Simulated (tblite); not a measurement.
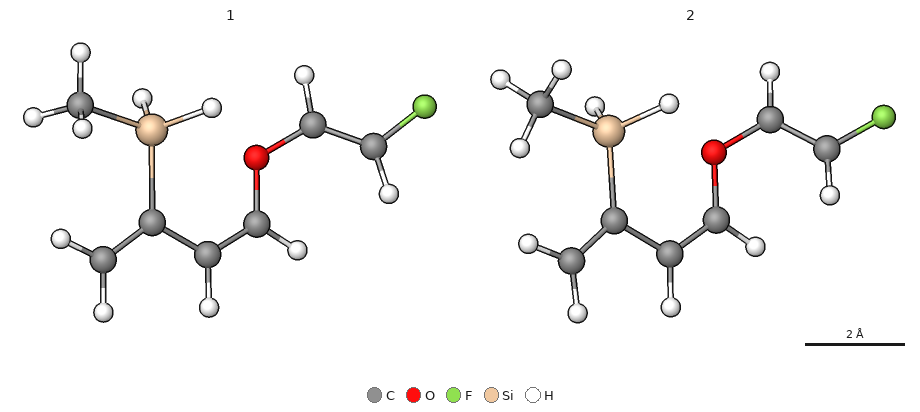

Two geometries of C7H11FOSi, drawn at one scale. One is the start of a relaxation, the other its converged end. The picture is a ball-and-stick view, seen at a tilt.

All numbers below come from GFN2-xTB geometry optimisation, gas phase in tblite. 

### Which geometry has the lower energy?

Structure 1 is the relaxed one. The energy falls by 15.3 kcal/mol in 99 geometry steps. The largest move after the best rigid fit is that of an H atom, 0.83 Å. By element the largest moves are H 0.83 Å, O 0.23 Å, F 0.21 Å, C 0.21 Å, Si 0.10 Å. Among the contacts that change: O–Si 2.564 → 2.728 Å, C–Si 1.831 → 1.899 Å, C–H 1.131 → 1.085 Å, C–O 1.385 → 1.346 Å. Bond angles that change, for instance: O–C–H 123.4° → 111.6°, O–C–C 116.2° → 127.7°, F–C–H 119.4° → 112.3°. Groups turn about C–Si by about 50°, C–O by about 20°. The run took 2 s on 1 thread of Intel(R) Xeon(R) Processor @ 2.70GHz, on a shared host.
